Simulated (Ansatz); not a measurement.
# Calculations on C₂H₆FNS

Part 1: Relaxation

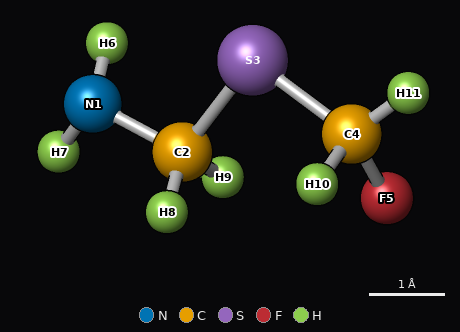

This is the input geometry for a relaxation of C₂H₆FNS. Style: ball-and-stick. Shown at a tilt.

The run prepares an end point of a later path (inversion) calculation, from a guessed geometry.

The calculation used RKS PBE0-D4/6-31G* (Ansatz 0.2.0).

Input file:
```yaml
crystal:
  periodic: [false, false, false]
  atoms:
    - { symbol: "N", position_ang: [-0.4559, 1.477, 1.4013] }
    - { symbol: C, position_ang: [-0.3988, 0.6375, 0.2426] }
    - { symbol: S, position_ang: [0.812, -0.6147, 0.5876] }
    - { symbol: C, position_ang: [0.6203, -1.6576, -0.8331] }
    - { symbol: F, position_ang: [0.5218, -0.9235, -1.9779] }
    - { symbol: H, position_ang: [0.4362, 1.8324, 1.6442] }
    - { symbol: H, position_ang: [-0.9847, 2.3641, 1.1253] }
    - { symbol: H, position_ang: [-1.3266, 0.1914, 0.0425] }
    - { symbol: H, position_ang: [-0.0854, 1.229, -0.5957] }
    - { symbol: H, position_ang: [-0.409, -2.1859, -0.711] }
    - { symbol: H, position_ang: [1.3355, -2.4068, -0.9053] }
basis:
  gaussian: { orbitals: "6-31G*" }
hamiltonian:
  xc: pbe0
  dispersion: d4
relax:
  f_tol: 0.015
  max_steps: 40
```

Run as
```bash
ansatz run input.yaml --threads 1 --pin off --max-ram 2048MiB --backend cpu --events-out ev --progress --plain --runs-dir out
```

> Predict the outcome.

Over 10 accepted moves (11 points after the start) the energy falls by 12.8 kcal/mol. Largest force component: 4.5 eV/Å at the start, 0.005 eV/Å at the end. The line search rejected the trial step at point 5 of the run. F5 moves most after the best rigid fit: 0.70 Å. Largest moves by element: F 0.70 Å, H 0.62 Å, S 0.31 Å, N 0.24 Å, C 0.23 Å. Some distances before and after: C4–H10 1.163 → 1.096 Å, C4–H11 1.038 → 1.095 Å, C2–S3 1.776 → 1.831 Å, N1–H7 1.069 → 1.015 Å. Bond angles that change, for instance: N1–C2–H9 108.7° → 116.1°, S3–C4–H11 113.9° → 106.9°, H6–N1–H7 102.2° → 108.0°. Groups turn about C2–S3 by about 35°, N1–C2 by about 20°. Cost: 57 s on 1 thread of Arm Neoverse V2, with other jobs on the host, peak memory 0.19 GiB.

Final geometry:

```xyz
11

N    -0.2613    1.6013    1.3320
C    -0.5428    0.5424    0.3941
S     0.6314   -0.8199    0.7361
C     0.6233   -1.5918   -0.8839
F     1.1996   -0.7943   -1.8491
H     0.6117    2.0618    1.0943
H    -0.9997    2.2975    1.3106
H    -1.5672    0.1929    0.5591
H    -0.4241    0.7952   -0.6704
H    -0.3989   -1.8199   -1.2054
H     1.1933   -2.5223   -0.7968
```

The end point in the same view:

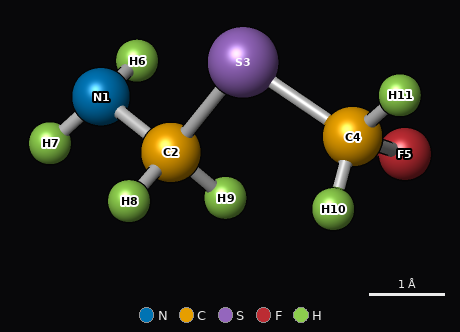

Part 2: Relaxation

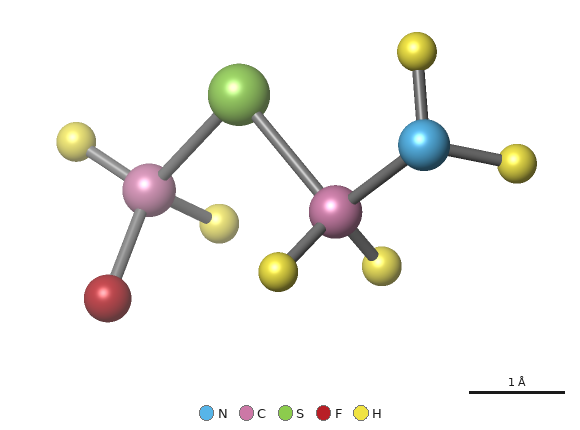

C$_{2}$H$_{6}$FNS, before the relaxation. Style: ball-and-stick. Shown from a free direction.

The run prepares an end point of a later path (inversion) calculation, from a guessed geometry.

All numbers below come from RKS PBE0-D4/6-31G* in Ansatz 0.2.0.

Input
```yaml
crystal:
  periodic: [false, false, false]
  atoms:
    - { symbol: "N", position_ang: [-0.4559, 1.477, 1.4013] }
    - { symbol: C, position_ang: [-0.3988, 0.6375, 0.2426] }
    - { symbol: S, position_ang: [0.812, -0.6147, 0.5876] }
    - { symbol: C, position_ang: [0.6203, -1.6576, -0.8331] }
    - { symbol: F, position_ang: [0.5218, -0.9235, -1.9779] }
    - { symbol: H, position_ang: [0.10939, 1.13003, 2.13697] }
    - { symbol: H, position_ang: [-1.43928, 1.38714, 1.81073] }
    - { symbol: H, position_ang: [-1.3266, 0.1914, 0.0425] }
    - { symbol: H, position_ang: [-0.0854, 1.229, -0.5957] }
    - { symbol: H, position_ang: [-0.409, -2.1859, -0.711] }
    - { symbol: H, position_ang: [1.3355, -2.4068, -0.9053] }
basis:
  gaussian: { orbitals: "6-31G*" }
hamiltonian:
  xc: pbe0
  dispersion: d4
relax:
  f_tol: 0.015
  max_steps: 40
output:
  orbitals: {}
```

Launched with:
```bash
ansatz run input.yaml --threads 1 --pin off --max-ram 2048MiB --backend cpu --events-out ev --progress --plain --runs-dir out
```

> Where does the relaxation end?

The energy falls by 72.8 kJ/mol in 10 geometry steps. The largest force component goes from 4.4 to 0.012 eV/Å. The largest move after the best rigid fit is that of H6, 0.97 Å. By element the largest moves are H 0.97 Å, F 0.70 Å, S 0.37 Å, C 0.25 Å, N 0.21 Å. Near-neighbour distances that change, for instance: C2–S3 1.776 → 1.858 Å, C4–H10 1.163 → 1.096 Å, C4–H11 1.038 → 1.095 Å, N1–H7 1.069 → 1.015 Å. Among the angles between lasting bonds that change: N1–C2–S3 106.5° → 113.7°, S3–C4–H11 113.9° → 107.5°, H6–N1–H7 102.2° → 107.8°. Groups turn about N1–C2 by about 60°.

The structure at the end:

```xyz
11

N    -0.6662    1.4946    1.4041
C    -0.5872    0.5242    0.3593
S     0.5839   -0.8715    0.7242
C     0.5965   -1.6536   -0.8914
F     1.2033   -0.8647   -1.8436
H     0.2411    1.9130    1.5836
H    -0.9936    1.0803    2.2709
H    -1.5796    0.0998    0.1782
H    -0.2351    0.9951   -0.5616
H    -0.4264   -1.8587   -1.2280
H     1.1472   -2.5948   -0.7969
```

The end point in the same view:

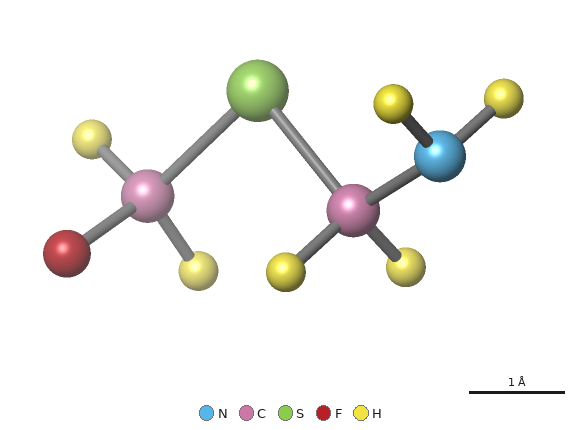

Part 3: Path

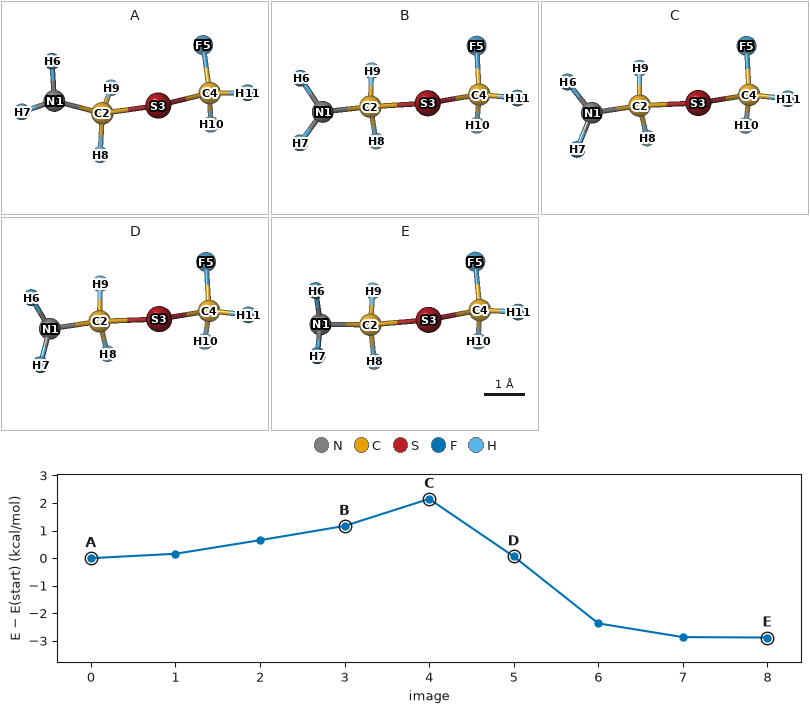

A nudged-elastic-band calculation for C2H6FNS. Images are numbered from 0 (start) to 8 (end). Frames A to E are images 0, 3, 4, 5, 8. The picture is a ball-and-stick view, seen at a tilt.

Computed with RKS PBE0-D4/6-31G* in Ansatz 0.2.0. Run with 7 movable images; climbing image; force threshold 0.03 eV/Å; iteration limit 35; starting path by image-dependent pair potential.

### Describe the mechanism and the energy profile.

The motion is an umbrella inversion at N1. No bond forms or breaks between the ends. Among the angles between lasting bonds that change up to the highest image: C2–N1–H6 110.4° → 120.3°, H6–N1–H7 108.0° → 117.3°. The highest point, image 4, lies 2.15 kcal/mol above the start and 5.03 kcal/mol above the end; the end is at −2.88 kcal/mol relative to the start. The band converged in 12 iterations, with a climbing image at the top. At the top, the vibrational analysis gives one imaginary mode (553i cm⁻¹), as a transition state must have.
